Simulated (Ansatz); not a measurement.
# GeH2: the cost of one run

Computed with Ansatz 0.2.0, Gaussian basis. Level: the settings change from run to run.

**1. What is computed**

The geometry derives from a PBE0/def2-TZVP stationary point (not a proven minimum). One bond is set to the value named and the two fragments are kept rigid. No spin-orbit coupling is included. The filled d shell of Ge may be among the frozen orbitals whatever the setting's name suggests; the logs give the count.

3 atoms, charge 1, spin multiplicity 2.

Atoms are counted from 1 here; the program's logs count them from 0.

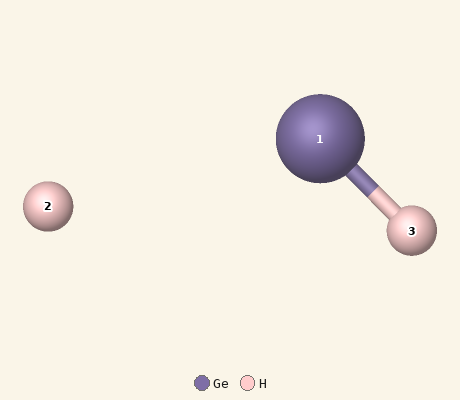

The geometry (germanium purple, hydrogen pink); atoms are numbered from 1 in the order of the file.

**2. BCCD on ROHF/aug-cc-pVDZ**

Contents of in.yaml:

```yaml
crystal:
  periodic: [false, false, false]
  atoms:
    - {symbol: Ge, position_ang: [0.000000, -0.032639, 0.021135]}
    - {symbol: H, position_ang: [0.000000, 1.619770, -2.894126]}
    - {symbol: H, position_ang: [0.000000, 0.732481, 1.370997]}
basis:
  gaussian: {orbitals: aug-cc-pVDZ}
total_charge: 1
magnetization: {spin_polarized: false, initial_magnetization: 1}
correlation: {method: bccd, electrons: valence, diis_vectors: 12}
output: {forces: true}
```

Started as:

```bash
$ ansatz run in.yaml --threads 1 --pin off --events-out ev --progress --plain --max-ram 2393MiB
```

**Question.** How long does this run take on 1 thread of AMD EPYC, shared host, and how much memory does it need?

About 19 s, with a peak of 0.26 GiB.
